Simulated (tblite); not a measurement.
# Geometry relaxation of C$_{3}$H$_{9}$FSi (part 2 of 2)

Continued. System: C$_{3}$H$_{9}$FSi, SMILES C[Si](C)(C)F. Method: GFN2-xTB geometry optimisation, gas phase (tblite 0.8.0). 

Geometry of the input (Å):
```
Si 0.0493  -0.0400  -0.4658
C  1.7227  -0.2575  0.3310
C  -1.1425  -1.3972  -0.1383
C  -0.6203  1.5896  0.2052
F  0.2957  0.0958  -2.1337
H  1.6479  -0.4720  1.4061
H  2.2759  0.7119  0.2592
H  2.3045  -1.0182  -0.2228
H  -0.7045  -2.3287  0.1496
H  -1.8877  -1.0328  0.6001
H  -1.7433  -1.5166  -1.0910
H  -0.1262  1.8511  1.1586
H  -0.4378  2.3928  -0.4710
H  -1.6824  1.3973  0.3869
```

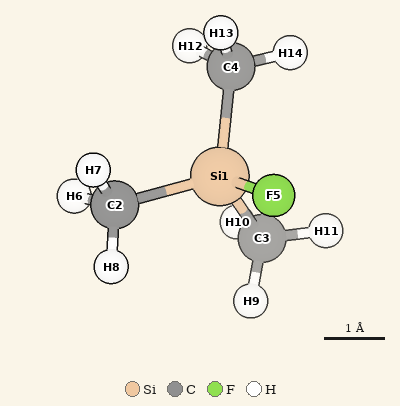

The geometry at step 63 of the log (ball-and-stick view, seen at a tilt; atoms are numbered from 1 in the order of the input).

Trajectory as extended XYZ, continued
```
14
Properties=species:S:1:pos:R:3:forces:R:3 step=39 energy=-476.69665
Si    0.0435    0.0433   -0.3980   -0.0150  -0.0030  -0.0020
C     1.7632   -0.3064    0.3226    0.0030  -0.0060  -0.0030
C    -1.1329   -1.4279   -0.1484   -0.0110  -0.0020   0.0020
C    -0.6852    1.6969    0.1887    0.0030   0.0030  -0.0010
F     0.2418    0.1950   -2.0109    0.0100  -0.0110   0.0060
H     1.7040   -0.5724    1.3735    0.0160   0.0190   0.0080
H     2.4208    0.5532    0.2340   -0.0100   0.0040   0.0020
H     2.2366   -1.1341   -0.1975    0.0080  -0.0020  -0.0070
H    -0.5875   -2.3474    0.0437   -0.0100   0.0010  -0.0150
H    -1.8088   -1.2706    0.6865    0.0110  -0.0010   0.0060
H    -1.7398   -1.5872   -1.0352   -0.0010   0.0090   0.0050
H    -0.3068    1.9823    1.1654   -0.0200  -0.0170   0.0080
H    -0.4293    2.4929   -0.5045    0.0060  -0.0040  -0.0050
H    -1.7686    1.6578    0.2543    0.0090   0.0100  -0.0030
14
Properties=species:S:1:pos:R:3:forces:R:3 step=42 energy=-476.69755
Si    0.0452    0.0411   -0.4027   -0.0610   0.0110  -0.0300
C     1.7615   -0.3030    0.3229    0.0440  -0.0130  -0.0060
C    -1.1349   -1.4272   -0.1500   -0.0330  -0.0160   0.0230
C    -0.6845    1.6941    0.1868   -0.0110   0.0140   0.0130
F     0.2524    0.1858   -2.0151    0.0010  -0.0020   0.0100
H     1.7048   -0.5616    1.3751    0.0070   0.0090   0.0210
H     2.4180    0.5567    0.2286   -0.0030   0.0130   0.0000
H     2.2366   -1.1325   -0.1930    0.0100  -0.0070  -0.0020
H    -0.5882   -2.3500    0.0292   -0.0400   0.0300  -0.0160
H    -1.7938   -1.2669    0.7000    0.0330  -0.0340  -0.0390
H    -1.7607   -1.5829   -1.0262    0.0410   0.0340   0.0490
H    -0.3179    1.9658    1.1732   -0.0350  -0.0190  -0.0290
H    -0.4174    2.4992   -0.4931    0.0010  -0.0370   0.0140
H    -1.7699    1.6569    0.2384    0.0430   0.0170  -0.0070
14
Properties=species:S:1:pos:R:3:forces:R:3 step=45 energy=-476.70004
Si    0.0395    0.0426   -0.3991    0.0190   0.0060  -0.0100
C     1.7582   -0.3040    0.3253    0.0180   0.0120  -0.0070
C    -1.1328   -1.4288   -0.1473   -0.0070  -0.0060   0.0280
C    -0.6915    1.6981    0.1811   -0.0110   0.0000   0.0070
F     0.2726    0.1733   -2.0078   -0.0230   0.0200  -0.0290
H     1.7203   -0.5441    1.3834   -0.0180   0.0050  -0.0170
H     2.4149    0.5527    0.2060    0.0170  -0.0010   0.0010
H     2.2188   -1.1435   -0.1885    0.0200   0.0100   0.0240
H    -0.5771   -2.3542   -0.0239   -0.0350  -0.0020   0.0050
H    -1.7445   -1.2897    0.7389   -0.0190  -0.0590  -0.0060
H    -1.8002   -1.5615   -0.9947    0.0210   0.0530   0.0240
H    -0.3723    1.9415    1.1907   -0.0140  -0.0010  -0.0220
H    -0.3769    2.5107   -0.4687    0.0130  -0.0340   0.0180
H    -1.7780    1.6825    0.1786    0.0180  -0.0030  -0.0160
14
Properties=species:S:1:pos:R:3:forces:R:3 step=48 energy=-476.70168
Si    0.0343    0.0575   -0.4067    0.0540  -0.0310   0.0330
C     1.7479   -0.3078    0.3247    0.0040   0.0200  -0.0100
C    -1.1136   -1.4279   -0.1310   -0.0720  -0.0730   0.0480
C    -0.7095    1.7095    0.1645   -0.0150   0.0700   0.0290
F     0.2957    0.1733   -2.0125   -0.0690   0.0260  -0.0070
H     1.7158   -0.5111    1.3911   -0.0270   0.0240  -0.0380
H     2.4301    0.5222    0.1658    0.0190  -0.0130   0.0120
H     2.1722   -1.1813   -0.1644    0.0420   0.0310   0.0310
H    -0.5405   -2.3540   -0.1380   -0.1000   0.0460  -0.0090
H    -1.6181   -1.3621    0.8320    0.0330  -0.0360  -0.1080
H    -1.8789   -1.5091   -0.9017    0.0880   0.0490   0.0770
H    -0.5055    1.8895    1.2197   -0.0360  -0.0060  -0.1300
H    -0.2881    2.5409   -0.4008   -0.0480  -0.1020   0.0770
H    -1.7907    1.7360    0.0314    0.1270  -0.0050  -0.0050
14
Properties=species:S:1:pos:R:3:forces:R:3 step=51 energy=-476.70664
Si    0.0387    0.0511   -0.4138   -0.0190  -0.0350   0.0270
C     1.7514   -0.2939    0.3221    0.0380   0.0000   0.0030
C    -1.1188   -1.4258   -0.1182   -0.0330  -0.0940   0.0120
C    -0.7138    1.6999    0.1550   -0.0030   0.0460   0.0180
F     0.3182    0.1520   -2.0200   -0.1170   0.0200   0.0630
H     1.7245   -0.4633    1.3932   -0.0330   0.0150   0.0050
H     2.4341    0.5289    0.1351    0.0260   0.0170   0.0050
H     2.1756   -1.1812   -0.1395    0.0460  -0.0010   0.0130
H    -0.5692   -2.3599   -0.2221   -0.0780   0.0350  -0.0230
H    -1.5484   -1.4167    0.8821    0.0500   0.0430  -0.0950
H    -1.9433   -1.4492   -0.8283    0.0760   0.0320   0.0410
H    -0.5968    1.8313    1.2295   -0.0150   0.0020  -0.1010
H    -0.2225    2.5390   -0.3352   -0.0580  -0.0660   0.0470
H    -1.7786    1.7633   -0.0658    0.1210  -0.0130  -0.0150
14
Properties=species:S:1:pos:R:3:forces:R:3 step=54 energy=-476.71419
Si    0.0479    0.0225   -0.4133    0.0120  -0.0160   0.0640
C     1.7727   -0.2673    0.3189    0.0430  -0.0190  -0.0070
C    -1.1383   -1.4302   -0.1068   -0.0020  -0.0530  -0.0310
C    -0.7064    1.6705    0.1487   -0.0620   0.0340   0.0340
F     0.3150    0.1199   -2.0201   -0.1120  -0.0030   0.0200
H     1.7385   -0.3978    1.3954    0.0230  -0.0050   0.0060
H     2.4354    0.5685    0.1064   -0.0320  -0.0350   0.0190
H     2.2257   -1.1582   -0.1104   -0.0030   0.0360   0.0400
H    -0.6479   -2.3830   -0.3009   -0.0700   0.0690  -0.0070
H    -1.5141   -1.4601    0.9149    0.0830   0.0580  -0.1130
H    -1.9980   -1.3581   -0.7697    0.0330  -0.0500   0.0370
H    -0.6697    1.7646    1.2310   -0.0040   0.0080  -0.0380
H    -0.1612    2.5105   -0.2709    0.0000   0.0120  -0.0070
H    -1.7484    1.7736   -0.1492    0.0920  -0.0360  -0.0150
14
Properties=species:S:1:pos:R:3:forces:R:3 step=57 energy=-476.71865
Si    0.0520    0.0169   -0.4007   -0.0340   0.0580  -0.0410
C     1.7799   -0.2652    0.3193    0.0050  -0.0190   0.0400
C    -1.1357   -1.4346   -0.1082   -0.0050   0.0020  -0.0080
C    -0.7036    1.6693    0.1494    0.0260   0.0480   0.0140
F     0.2792    0.1258   -2.0121   -0.0500  -0.0150  -0.0190
H     1.7370   -0.3910    1.3954    0.0590  -0.0080   0.0440
H     2.4429    0.5683    0.1069   -0.0200   0.0070   0.0060
H     2.2337   -1.1568   -0.1015    0.0220  -0.0280   0.0040
H    -0.6632   -2.3906   -0.3174   -0.0100   0.0270  -0.0080
H    -1.5015   -1.4658    0.9144    0.0360   0.0150  -0.0330
H    -1.9986   -1.3439   -0.7621   -0.0150  -0.0400   0.0060
H    -0.6844    1.7664    1.2321   -0.0280   0.0250  -0.0590
H    -0.1495    2.5088   -0.2671   -0.0390  -0.0620   0.0380
H    -1.7370    1.7678   -0.1744    0.0520  -0.0110   0.0170
14
Properties=species:S:1:pos:R:3:forces:R:3 step=60 energy=-476.72059
Si    0.0509    0.0251   -0.4003    0.0070  -0.0230  -0.0290
C     1.7784   -0.2733    0.3231   -0.0040   0.0000   0.0070
C    -1.1293   -1.4327   -0.1129   -0.0370  -0.0250  -0.0040
C    -0.7029    1.6765    0.1502   -0.0140  -0.0070   0.0040
F     0.2567    0.1338   -2.0135   -0.0050   0.0000  -0.0390
H     1.7368   -0.3999    1.4000    0.0370  -0.0120   0.0100
H     2.4446    0.5588    0.1135   -0.0120   0.0010   0.0040
H     2.2307   -1.1662   -0.1000   -0.0110   0.0090   0.0180
H    -0.6510   -2.3877   -0.3153    0.0030   0.0410   0.0030
H    -1.4913   -1.4569    0.9107    0.0040  -0.0140  -0.0160
H    -1.9953   -1.3594   -0.7664    0.0200   0.0000   0.0270
H    -0.6847    1.7777    1.2313   -0.0160   0.0320  -0.0240
H    -0.1556    2.5142   -0.2730   -0.0030  -0.0080   0.0250
H    -1.7369    1.7655   -0.1734    0.0290   0.0060   0.0150
14
Properties=species:S:1:pos:R:3:forces:R:3 step=63 energy=-476.72175
Si    0.0519    0.0214   -0.4017    0.0010  -0.0320   0.0210
C     1.7810   -0.2704    0.3265    0.0030   0.0030  -0.0070
C    -1.1324   -1.4336   -0.1115    0.0060  -0.0250   0.0100
C    -0.7032    1.6726    0.1483   -0.0120   0.0230  -0.0020
F     0.2473    0.1287   -2.0176    0.0090  -0.0040   0.0120
H     1.7519   -0.3891    1.4053   -0.0130   0.0070  -0.0160
H     2.4441    0.5616    0.1055   -0.0110  -0.0050   0.0030
H     2.2347   -1.1658   -0.0891   -0.0090   0.0010  -0.0040
H    -0.6627   -2.3868   -0.3423   -0.0130   0.0440   0.0000
H    -1.4713   -1.4767    0.9198    0.0100  -0.0020  -0.0320
H    -2.0112   -1.3409   -0.7442    0.0090  -0.0140   0.0200
H    -0.7161    1.7726    1.2292   -0.0010  -0.0110  -0.0080
H    -0.1358    2.5083   -0.2515   -0.0100   0.0060   0.0020
H    -1.7271    1.7737   -0.2025    0.0310   0.0070   0.0010
14
Properties=species:S:1:pos:R:3:forces:R:3 step=66 energy=-476.72223
Si    0.0520    0.0184   -0.3982   -0.0260   0.0580  -0.0010
C     1.7819   -0.2688    0.3263    0.0020  -0.0090   0.0010
C    -1.1324   -1.4351   -0.1085   -0.0240  -0.0060  -0.0100
C    -0.7037    1.6737    0.1466    0.0080   0.0200   0.0010
F     0.2478    0.1267   -2.0150    0.0040  -0.0120   0.0320
H     1.7564   -0.3817    1.4052   -0.0170   0.0000   0.0090
H     2.4460    0.5603    0.1002   -0.0050   0.0070  -0.0120
H     2.2310   -1.1674   -0.0860    0.0100  -0.0100  -0.0090
H    -0.6677   -2.3834   -0.3606    0.0070  -0.0100  -0.0090
H    -1.4577   -1.4945    0.9254    0.0110   0.0080  -0.0030
H    -2.0206   -1.3330   -0.7270    0.0150  -0.0080   0.0170
H    -0.7378    1.7689    1.2283    0.0080  -0.0120  -0.0370
H    -0.1240    2.5090   -0.2394   -0.0270  -0.0290   0.0200
H    -1.7201    1.7825   -0.2232    0.0330   0.0030   0.0010
14
Properties=species:S:1:pos:R:3:forces:R:3 step=69 energy=-476.72329
Si    0.0478    0.0229   -0.3932    0.0020   0.0100  -0.0150
C     1.7794   -0.2699    0.3255   -0.0110   0.0030   0.0110
C    -1.1292   -1.4360   -0.1013    0.0020   0.0040  -0.0140
C    -0.7057    1.6794    0.1404    0.0040  -0.0010  -0.0150
F     0.2482    0.1214   -2.0087   -0.0010  -0.0030  -0.0130
H     1.7563   -0.3646    1.4060   -0.0030  -0.0060   0.0170
H     2.4474    0.5521    0.0840    0.0000  -0.0150  -0.0130
H     2.2181   -1.1798   -0.0745    0.0060   0.0180  -0.0020
H    -0.6681   -2.3677   -0.4136   -0.0160  -0.0410   0.0010
H    -1.4046   -1.5368    0.9429    0.0180  -0.0010   0.0240
H    -2.0470   -1.3185   -0.6703    0.0110   0.0070  -0.0110
H    -0.7978    1.7511    1.2187    0.0040   0.0160   0.0190
H    -0.0970    2.5127   -0.1985    0.0090   0.0000   0.0180
H    -1.6967    1.8091   -0.2832   -0.0260   0.0090  -0.0070
14
Properties=species:S:1:pos:R:3:forces:R:3 step=72 energy=-476.72369
Si    0.0490    0.0199   -0.3945   -0.0010  -0.0090   0.0010
C     1.7812   -0.2665    0.3268   -0.0040  -0.0030   0.0030
C    -1.1311   -1.4369   -0.1009    0.0120  -0.0070   0.0090
C    -0.7055    1.6760    0.1386   -0.0030   0.0110   0.0120
F     0.2439    0.1166   -2.0108    0.0080  -0.0030  -0.0060
H     1.7596   -0.3559    1.4083   -0.0080   0.0040  -0.0010
H     2.4470    0.5552    0.0783   -0.0020  -0.0050   0.0000
H     2.2250   -1.1761   -0.0680   -0.0070   0.0060  -0.0060
H    -0.6809   -2.3700   -0.4279   -0.0270  -0.0080   0.0080
H    -1.3930   -1.5457    0.9473    0.0210   0.0010  -0.0150
H    -2.0552   -1.3057   -0.6570    0.0140  -0.0060  -0.0020
H    -0.8125    1.7439    1.2166   -0.0030  -0.0020  -0.0040
H    -0.0864    2.5081   -0.1833    0.0010   0.0070  -0.0010
H    -1.6901    1.8126   -0.2993   -0.0010   0.0140   0.0030
14
Properties=species:S:1:pos:R:3:forces:R:3 step=75 energy=-476.72413
Si    0.0474    0.0203   -0.3954    0.0000  -0.0030  -0.0040
C     1.7785   -0.2652    0.3274    0.0050   0.0060  -0.0080
C    -1.1280   -1.4389   -0.0966    0.0030  -0.0050   0.0020
C    -0.7072    1.6787    0.1344    0.0050  -0.0130   0.0090
F     0.2466    0.1098   -2.0118    0.0000   0.0020  -0.0020
H     1.7568   -0.3413    1.4099    0.0060  -0.0030  -0.0090
H     2.4467    0.5503    0.0668    0.0030   0.0220   0.0130
H     2.2216   -1.1780   -0.0603   -0.0210  -0.0150   0.0100
H    -0.6948   -2.3661   -0.4593    0.0020  -0.0200  -0.0010
H    -1.3548   -1.5720    0.9565    0.0090   0.0100  -0.0060
H    -2.0686   -1.2940   -0.6200   -0.0070   0.0040   0.0010
H    -0.8500    1.7304    1.2092   -0.0090   0.0010  -0.0060
H    -0.0685    2.5092   -0.1516   -0.0010   0.0020  -0.0070
H    -1.6746    1.8324   -0.3353    0.0060   0.0130   0.0080
14
Properties=species:S:1:pos:R:3:forces:R:3 step=78 energy=-476.72435
Si    0.0465    0.0211   -0.3968    0.0010   0.0030  -0.0040
C     1.7769   -0.2647    0.3269    0.0010   0.0050  -0.0020
C    -1.1247   -1.4407   -0.0944   -0.0040  -0.0040  -0.0190
C    -0.7072    1.6804    0.1328   -0.0020   0.0010  -0.0150
F     0.2447    0.1086   -2.0134   -0.0010   0.0050   0.0000
H     1.7546   -0.3351    1.4097    0.0030  -0.0010   0.0000
H     2.4473    0.5482    0.0633    0.0050   0.0040   0.0060
H     2.2148   -1.1828   -0.0541   -0.0080  -0.0010   0.0020
H    -0.7001   -2.3642   -0.4765    0.0070  -0.0120   0.0000
H    -1.3298   -1.5858    0.9611   -0.0040   0.0070   0.0050
H    -2.0752   -1.2891   -0.5984    0.0000   0.0040   0.0140
H    -0.8732    1.7245    1.2043    0.0030   0.0020   0.0020
H    -0.0597    2.5106   -0.1353    0.0010  -0.0150   0.0070
H    -1.6638    1.8445   -0.3551   -0.0030   0.0040   0.0040
14
Properties=species:S:1:pos:R:3:forces:R:3 step=81 energy=-476.72445
Si    0.0468    0.0207   -0.3997   -0.0040  -0.0010   0.0000
C     1.7764   -0.2632    0.3265   -0.0010   0.0000   0.0030
C    -1.1236   -1.4416   -0.0950    0.0010   0.0020   0.0050
C    -0.7077    1.6793    0.1313   -0.0010  -0.0030   0.0050
F     0.2449    0.1081   -2.0162    0.0000   0.0050   0.0000
H     1.7524   -0.3322    1.4094    0.0010   0.0040   0.0020
H     2.4477    0.5490    0.0630    0.0040  -0.0020   0.0030
H     2.2136   -1.1832   -0.0510   -0.0010   0.0030  -0.0040
H    -0.7032   -2.3661   -0.4806   -0.0020   0.0030   0.0000
H    -1.3217   -1.5869    0.9623    0.0010   0.0020  -0.0040
H    -2.0778   -1.2858   -0.5901   -0.0020  -0.0060   0.0000
H    -0.8788    1.7202    1.2024    0.0010  -0.0060  -0.0010
H    -0.0564    2.5089   -0.1282    0.0050  -0.0040  -0.0060
H    -1.6616    1.8483   -0.3599   -0.0030   0.0020  -0.0030
14
Properties=species:S:1:pos:R:3:forces:R:3 step=82 energy=-476.72446
Si    0.0466    0.0209   -0.4001   -0.0020  -0.0010   0.0000
C     1.7761   -0.2633    0.3265   -0.0010   0.0010   0.0020
C    -1.1232   -1.4417   -0.0951    0.0000   0.0020   0.0050
C    -0.7079    1.6794    0.1311   -0.0010  -0.0040   0.0060
F     0.2453    0.1084   -2.0165   -0.0010   0.0050   0.0000
H     1.7518   -0.3319    1.4094    0.0010   0.0010   0.0020
H     2.4479    0.5486    0.0632    0.0040  -0.0010   0.0010
H     2.2131   -1.1834   -0.0510   -0.0020   0.0030  -0.0020
H    -0.7029   -2.3661   -0.4807   -0.0020   0.0040   0.0000
H    -1.3208   -1.5866    0.9623    0.0020   0.0010  -0.0010
H    -2.0779   -1.2862   -0.5892   -0.0020  -0.0050  -0.0020
H    -0.8790    1.7195    1.2023    0.0010  -0.0040  -0.0020
H    -0.0562    2.5089   -0.1279    0.0040  -0.0030  -0.0060
H    -1.6618    1.8489   -0.3601    0.0010   0.0020  -0.0020
```
